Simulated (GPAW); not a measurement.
# Dielectric function and optical constants of WS2 (Tungstenite)

Wanted: where WS2 (Tungstenite) starts to absorb, how strongly, and its refractive index. The cell comes from an older database entry, whose edges can differ from later determinations, mostly by under a per cent.

Main program and level: GPAW 26.7.0; DFT, PBE, plane-wave PAW (GPAW data sets), scalar-relativistic, RPA, optical limit.

The database entry behind the starting cell differs from later determinations by our own check (an axis about 1.4 % long against later determinations), so it need not match the best structure at ambient conditions.

**1. Set-up**

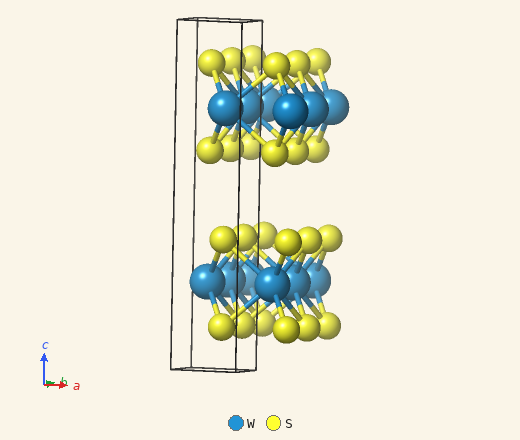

The cell as given, slightly off an axis (tungsten blue, sulfur yellow). 2×3×1 cells are drawn.

As a file:

```
W S
1.0
     3.18000    0.00000    0.00000
    -1.59000    2.75396    0.00000
     0.00000    0.00000   12.50000
W S
2 4
Direct
  0.66667 0.33333 0.75000
  0.33333 0.66667 0.25000
  0.66667 0.33333 0.37500
  0.33333 0.66667 0.87500
  0.66667 0.33333 0.12500
  0.33333 0.66667 0.62500
```

**2. Dielectric function, RPA**

Local fields let the induced charge screen the field inside the cell, which as a rule lowers ε, most along directions where the density is uneven.

File df.py:

```python
from gpaw.response.df import DielectricFunction

df = DielectricFunction('full.gpw', frequencies={'type': 'nonlinear', 'domega0': 0.03, 'omega2': 8},
                        ecut=70,
                        eta=0.12,
                        nbands=84,
                        txt='df.txt')
for direction in ['x', 'z']:
    df.get_dielectric_function(xc='RPA', direction=direction, filename=f'df_{direction}.csv')
```

Launch:

```bash
OMP_NUM_THREADS=1 python df.py
```

Numbers of over 12 decimals in the logs are rounded to 6 here.

Log:

```text
Using integrator: PointIntegrator
NonLinearFrequencyDescriptor(from 0.000 to 105.287 eV, 545 points)
Nonperiodic BCs:  [False False False]
Using integrator: PointIntegrator
NonLinearFrequencyDescriptor(from 0.000 to 105.287 eV, 545 points)
Nonperiodic BCs:  [False False False]

Calculating chi0 body with:
    Ground state adapter containing:
    Number of spins: 1
    Number of kpoints: 432
    Number of irreducible kpoints: 50
    Number of completely occupied states: 26
    Number of partially occupied states: 26

    Linear response parametrization:
    q_c: [0.0, 0.0, 0.0]
    Number of frequency points: 545
    Planewave cutoff: 70.0
    Number of bands: 84
    Number of planewaves: 149
    Broadening (eta): 0.12

Integrating chi0 body.

Symmetries of q_c:
    Direct symmetries (Uq -> q): 12
    Indirect symmetries (TUq -> q): 0
In total 12 allowed symmetries.

50 groups of equivalent kpoints. 88.425926% reduction.

Integral kind: spectral function

Calculating chi0 optical extensions with:
    Ground state adapter containing:
    Number of spins: 1
    Number of kpoints: 432
    Number of irreducible kpoints: 50
    Number of completely occupied states: 26
    Number of partially occupied states: 26

    Linear response parametrization:
    Number of frequency points: 545
    Planewave cutoff: 70.0
    Number of bands: 84
    Number of planewaves: 149
    Broadening (eta): 0.12
Integrating chi0 head and wings.

Symmetries of q_c:
    Direct symmetries (Uq -> q): 12
    Indirect symmetries (TUq -> q): 0
In total 12 allowed symmetries.

50 groups of equivalent kpoints. 88.425926% reduction.

Integral kind: spectral function wings
```

Run time: 1.8 min. Hardware: 1 thread of Arm Neoverse V1, shared host; peak memory 0.83 GiB.

Read-outs, printed or worked out from the files:

| Quantity | Value |
| --- | --- |
| electronic dielectric constant ε∞, mean over x, y and z (by symmetry where fewer were run) | 9.882 |
| main peak of Im epsilon, first axis | 3.353 eV |

Some rows of df_x.csv (energy; Re and Im without local fields; Re and Im with them):

```text
0.000000, 13.112563, 0.000000, 12.261102, 0.000000
0.429336, 13.299342, 0.108159, 12.426126, 0.095395
0.878195, 13.968213, 0.268029, 13.013689, 0.234214
1.347938, 15.602742, 0.683715, 14.428566, 0.584736
1.840057, 17.086943, 4.346779, 15.749589, 3.689275
2.356191, 22.617436, 11.216653, 20.681260, 8.139368
2.898142, 13.381913, 16.718958, 15.459566, 14.184505
3.467895, 6.125727, 14.381739, 7.616622, 16.257334
4.067647, 6.094866, 11.232563, 4.254693, 12.553081
4.699832, 2.468768, 14.067019, 1.659764, 13.152680
5.367152, -0.361427, 9.833762, -0.977056, 8.992645
6.072622, -0.510546, 9.736697, -0.366829, 8.633682
6.819608, -2.013524, 7.315245, -1.455138, 6.586224
7.611886, -2.082052, 5.385192, -2.088055, 5.365364
8.453705, -0.536050, 4.145161, -0.617161, 3.961123
9.349861, -0.143094, 4.438363, -0.380027, 4.168150
10.305790, -0.507240, 3.864982, -0.708009, 3.195456
11.327680, -1.412777, 4.375244, -1.038468, 3.662578
12.422601, -1.436330, 2.792834, -1.095468, 2.323216
13.598673, -1.579251, 2.215571, -1.189371, 1.909976
```

The Im ε has structure finer than the step of the table below, so its rows give means over 1 eV, whole bins alone (the curve runs from 0 to 14.0 eV). Peaks (eV: height): E ∥ x 3.3: 16.6, 4.7: 13.3; E ∥ z 3.3: 3.31, 10.0: 6.22, 11.6: 8.15.

Values under the direct gap are tails of Lorentzian lines. Im ε against photon energy; means over each step:

| photon energy (eV) | E ∥ x | E ∥ z |
| --- | --- | --- |
| 1 | 0.351 | 0.0439 |
| 2 | 4.20 | 0.312 |
| 3 | 14.2 | 2.78 |
| 4 | 13.3 | 2.24 |
| 5 | 11.1 | 1.95 |
| 6 | 8.24 | 2.10 |
| 7 | 6.38 | 2.53 |
| 8 | 4.33 | 3.24 |
| 9 | 3.84 | 4.42 |
| 10 | 3.45 | 5.76 |
| 11 | 3.39 | 5.88 |
| 12 | 2.80 | 6.12 |
| 13 | 2.21 | 3.01 |

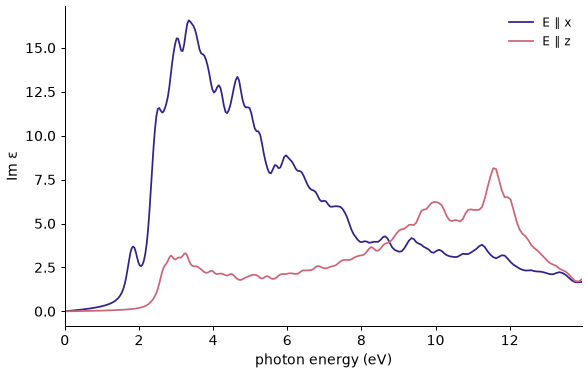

Im ε against photon energy.

Re ε against photon energy:

| photon energy (eV) | E ∥ x | E ∥ z |
| --- | --- | --- |
| 0 | 12.3 | 5.12 |
| 1 | 13.3 | 5.28 |
| 2 | 15.9 | 6.03 |
| 3 | 13.6 | 5.65 |
| 4 | 3.98 | 4.22 |
| 5 | 0.236 | 4.38 |
| 6 | -0.0668 | 4.49 |
| 7 | -1.23 | 4.51 |
| 8 | -1.25 | 4.74 |
| 9 | -0.576 | 4.74 |
| 10 | -0.572 | 2.94 |
| 11 | -0.310 | 2.17 |
| 12 | -1.38 | -1.64 |
| 13 | -1.00 | -1.64 |

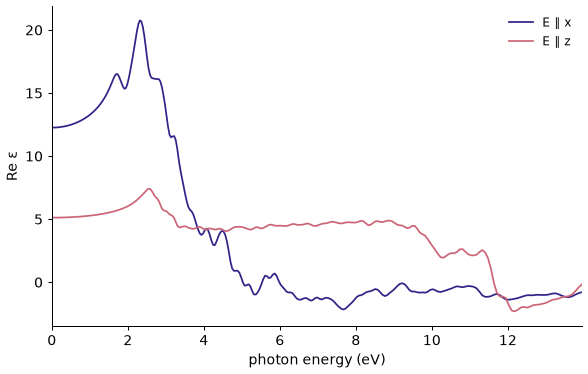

Re ε against photon energy.

The Im ε, E ∥ x has structure finer than the step of the table below, so its rows give means over 1 eV, whole bins alone (the curve runs from 0 to 14.0 eV). Peaks (eV: height): without local fields 3.0: 17.1, 4.7: 14.4; with local fields 3.3: 16.6, 4.7: 13.3.

Values under the direct gap are tails of Lorentzian lines. Table of Im ε, E ∥ x by photon energy; means over each step:

| photon energy (eV) | without local fields | with local fields |
| --- | --- | --- |
| 1 | 0.407 | 0.351 |
| 2 | 5.39 | 4.20 |
| 3 | 15.3 | 14.2 |
| 4 | 12.0 | 13.3 |
| 5 | 12.0 | 11.1 |
| 6 | 9.31 | 8.24 |
| 7 | 6.83 | 6.38 |
| 8 | 4.50 | 4.33 |
| 9 | 4.05 | 3.84 |
| 10 | 4.01 | 3.45 |
| 11 | 4.19 | 3.39 |
| 12 | 3.32 | 2.80 |
| 13 | 2.63 | 2.21 |

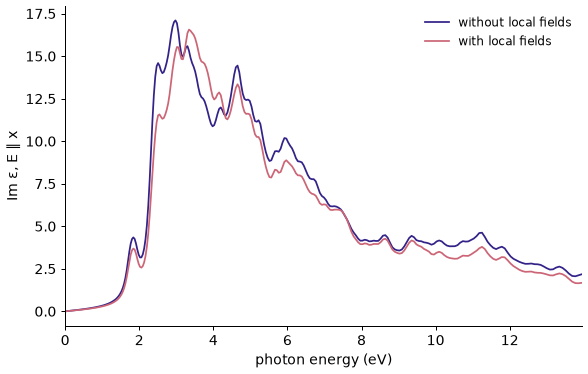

Im ε, E ∥ x against photon energy.

Values under the direct gap are tails of Lorentzian lines. The loss function −Im 1/ε at q → 0 by energy loss; read off at these points:

| energy loss (eV) | E ∥ x | E ∥ z |
| --- | --- | --- |
| 0.0 | 0 | 0 |
| 1.0 | 0.00164 | 0.00148 |
| 2.0 | 0.0105 | 0.00531 |
| 3.0 | 0.0364 | 0.0731 |
| 4.0 | 0.0724 | 0.0986 |
| 5.0 | 0.0871 | 0.0871 |
| 6.0 | 0.113 | 0.0866 |
| 7.0 | 0.153 | 0.0931 |
| 8.0 | 0.230 | 0.0977 |
| 9.0 | 0.285 | 0.105 |
| 10.0 | 0.286 | 0.131 |
| 10.6 | 0.316 | 0.161 |
| 11.0 | 0.291 | 0.152 |
| 12.0 | 0.283 | 0.146 |
| 13.0 | 0.380 | 0.260 |

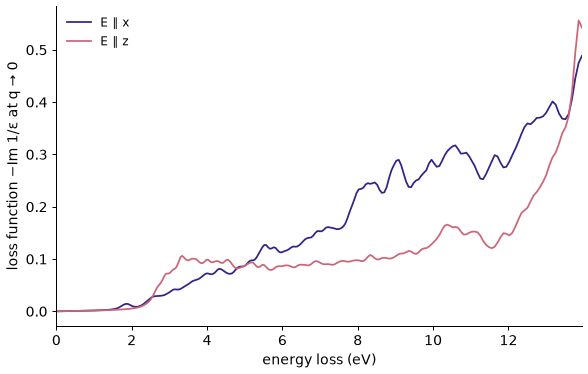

Loss function −Im 1/ε at q → 0, plotted against energy loss.

The refractive index n and extinction k by photon energy:

| photon energy (eV) | n, E ∥ x | k, E ∥ x | n, E ∥ z | k, E ∥ z |
| --- | --- | --- | --- | --- |
| 0 | 3.50 | 0 | 2.26 | 0 |
| 2 | 4.00 | 0.340 | 2.46 | 0.0393 |
| 4 | 2.93 | 2.14 | 2.12 | 0.534 |
| 6 | 2.09 | 2.11 | 2.17 | 0.492 |
| 8 | 1.20 | 1.64 | 2.29 | 0.697 |
| 10 | 1.20 | 1.42 | 2.22 | 1.40 |
| 12 | 0.949 | 1.51 | 1.58 | 2.03 |

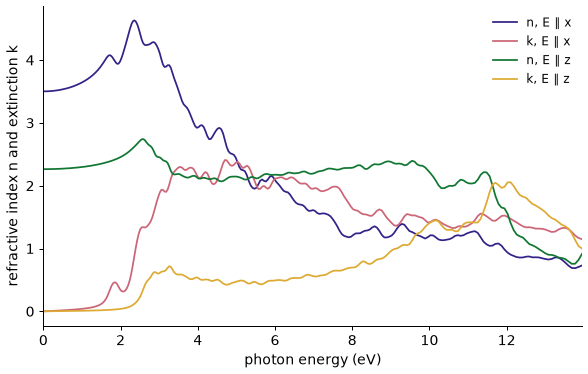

Refractive index n and extinction k, plotted against photon energy.

Optical constants at common wavelengths, from n + ik = √ε:

| wavelength (nm) | n x | k x | R (%) x | 1/α x | n z | k z | R (%) z | 1/α z |
| --- | --- | --- | --- | --- | --- | --- | --- | --- |
| 1064 | 3.71 | 0.053 | 33.1 | 1.6 µm | 2.31 | 0.011 | 15.7 | 7.6 µm |
| 633 | 3.95 | 0.379 | 35.9 | 133 nm | 2.44 | 0.036 | 17.6 | 1.4 µm |
| 532 | 4.62 | 0.785 | 42.6 | 54 nm | 2.61 | 0.107 | 19.9 | 395 nm |
| 450 | 4.25 | 1.408 | 42.5 | 25 nm | 2.64 | 0.527 | 21.9 | 68 nm |
| 405 | 4.00 | 1.935 | 44.4 | 17 nm | 2.43 | 0.630 | 20.1 | 51 nm |
| 248 | 2.42 | 2.370 | 44.1 | 8.3 nm | 2.14 | 0.472 | 15.2 | 42 nm |
| 193 | 1.83 | 2.132 | 41.7 | 7.2 nm | 2.20 | 0.527 | 16.4 | 29 nm |

Below the direct gap, k and the depth come from the tails of the Lorentzian lines, not from transitions.

Rows near the edge hang on the gap, which this functional as a rule makes too small, and phonon-assisted absorption is left out.

**3. What came out**

```json
{"electronic dielectric constant ε∞, mean over x, y and z (by symmetry where fewer were run) (RPA)": "9.88", "main peak of Im epsilon, first axis": "3.35 eV"}
```

What this shows: At this level (PBE, RPA) WS2 has a mean ε∞ = 9.88 and n = 3.59 at 1550 nm (E ∥ x), and Im ε peaks at 3.4 eV (E ∥ x). Local fields change the static value along x from 13.11 to 12.26 (-6 %). Distinct maxima of Im ε, read by a parabola through the highest points, lie at 3.04 eV (16), 3.35 eV (17), 4.65 eV (13) and 5.97 eV (8.9) for E ∥ x. The static values by axis are 12.26 (x), 5.12 (z). Excitons and phonon-assisted transitions are missing; PBE gaps are as a rule too small, which pulls the onset down and ε∞ up. Spin-orbit coupling is left out although heavy atoms are present. The sum runs over mesh points, so small or evenly spaced maxima can still be ripples of the mesh. In this version of GPAW the matrix elements of the optical limit are incomplete, which can lower ε − 1 by up to a tenth where first-row anions or d states rule, and shift it by more in d metals.

[Machine, clock and banner lines and Python warnings are left out of the logs.]

[Logs are printed without paths, hosts, clocks, repeated set-up lines and the standing remarks that a program may print on its own settings, such as how far it seeks lower states.]

[Hosts, paths, dates, database ids (printed as entryN), source tags and the programs' standing remarks are cut or masked in the printed files.]
